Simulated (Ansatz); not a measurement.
```yaml
atoms:
  - { symbol: Si, position_ang: [0.2968, -0.0272, -0.1657] }
  - { symbol: H, position_ang: [0.5671, 0.6743, 1.1389] }
  - { symbol: H, position_ang: [-0.2267, -1.4207, 0.0608] }
  - { symbol: H, position_ang: [-0.6371, 0.7736, -1.0340] }
```

Theory: UKS PBE/def2-SVP (Ansatz 0.2.0).

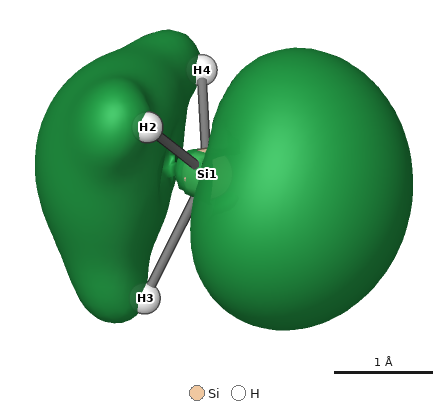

H3Si (doublet). Isosurfaces of the spin density at +0.015 (green) and −0.015 e/Å³ (red), seen at an oblique angle.

### Where is the unpaired spin?

The unpaired spin (1 electron) lies mostly on Si1 (about 0.9), in electrons by Hirshfeld's partition. Only one sign reaches the isovalue.
